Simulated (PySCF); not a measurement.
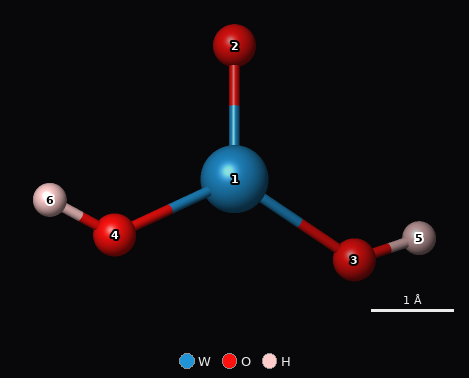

**Figure 1.** The structure (ball-and-stick view, seen at an oblique angle; atoms are numbered from 1 in the order of the input). Sticks mark near contacts. Bond lengths as drawn: H–O 0.96 Å and O–W 1.68 to 1.86 Å.

WH$_{2}$O$_{3}$: frequency calculation

- system: WH$_{2}$O$_{3}$
- method: RKS-based PBE0, W def2-TZVP with ECP60, O def2-TZVP, H def2-TZVP; non-relativistic Hamiltonian with a scalar-relativistic core potential; density fitting (PySCF 2.14.0)

### Log
```
init E= -293.927427405732
  HOMO = -0.211641890140758  LUMO = -0.0721651019194525  gap/eV = 3.79536
cycle= 1 E= -293.927427405733  delta_E= -1.31e-12  |g|= 2.06e-06  |ddm|= 2.23e-06
  HOMO = -0.211642135189496  LUMO = -0.0721652969994047  gap/eV = 3.79536
Extra cycle  E= -293.927427405727  delta_E= 6.54e-12  |g|= 5.11e-06  |ddm|= 3.77e-06
converged SCF energy = -293.927427405727
```

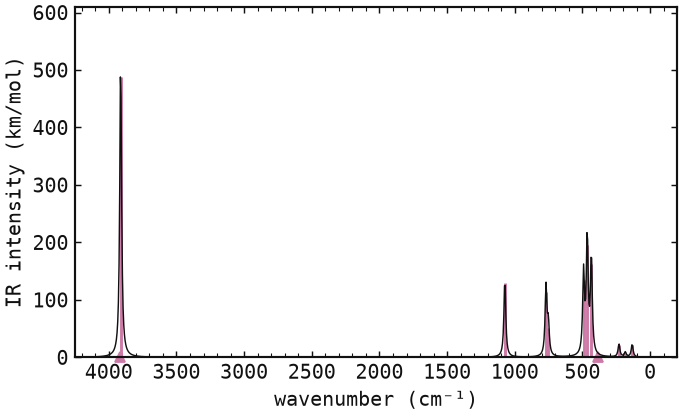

**Figure 2.** Harmonic infrared spectrum, unscaled: sticks (degenerate modes added up, dark ones marked on the axis) with a Lorentzian envelope of 16 cm⁻¹ full width, scaled to the tallest stick. 12 modes from 133 to 3916 cm⁻¹, none imaginary. The strongest line is at 3912 cm⁻¹ (488 km/mol). All modes, in cm⁻¹ (km/mol): 133 (21), 183 (7.9), 230 (21), 387 (0.0), 434 (163), 465 (195), 492 (134), 752 (51), 769 (114), 1074 (129), 3912 (488), 3916 (1.0).

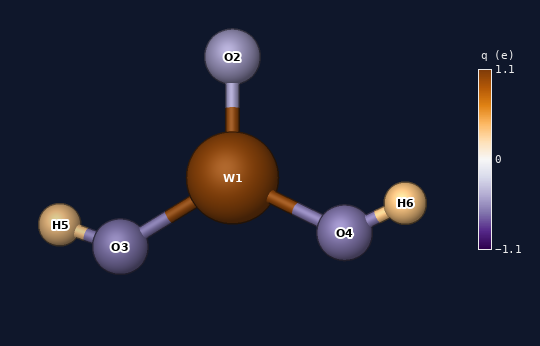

**Figure 3.** Mulliken charges, as the colour of each atom (ball-and-stick view, seen at a tilt; atoms are numbered from 1 in the order of the input; Mulliken charges depend strongly on the basis). By element: W +1.01, O −0.63 to −0.48 and H +0.36 e.

This output came from the following input.

### The input
```python
from pyscf import gto, scf, dft
mol = gto.M(atom='''
W      0.000000    -0.000000     0.005803
O     -0.000000    -0.000000     1.688314
O      1.616435    -0.311330    -0.854277
O     -1.616435     0.311330    -0.854277
H      2.490646    -0.479705    -0.496771
H     -2.490646     0.479705    -0.496771''',
    basis={'W': 'def2-TZVP', 'O': 'def2-TZVP', 'H': 'def2-TZVP'},
    ecp={'W': 'def2-TZVP'},
    charge=0, spin=0)
mf = dft.RKS(mol, xc='PBE0')
mf.grids.atom_grid = (75, 302)
aux = {'W': 'def2-universal-JKFIT', 'O': 'def2-universal-JKFIT', 'H': 'def2-universal-JKFIT'}
mf = mf.density_fit(auxbasis=aux)
mf.conv_tol = 1e-09
mf.diis_space = 10
mf.max_cycle = 60
mf.verbose = 4
mf.kernel()
```

The script is an equivalent of the set-up of the self-consistent field. The run itself was carried out by a driver, which started from the orbitals of the step before it where there was one and computed the further properties.

Command:
```bash
OMP_NUM_THREADS=4 python axn.py task.json out
```

### Summary

| quantity | value |
| --- | --- |
| outcome | converged |
| total energy | −293.927427 hartree |
| HOMO | −5.76 eV |
| LUMO | −1.96 eV |
| zero-point energy | 0.029044 hartree |
| dipole moment | 1.05 D |
| wavenumbers, lowest and highest | 133 and 3916 cm⁻¹ |
| hardware | 4 threads of Arm Neoverse V1, 112 GiB of memory available, shared host |
| wall time | 91 s (CPU time 4.7 min) |
| peak memory | 1.9 GiB |
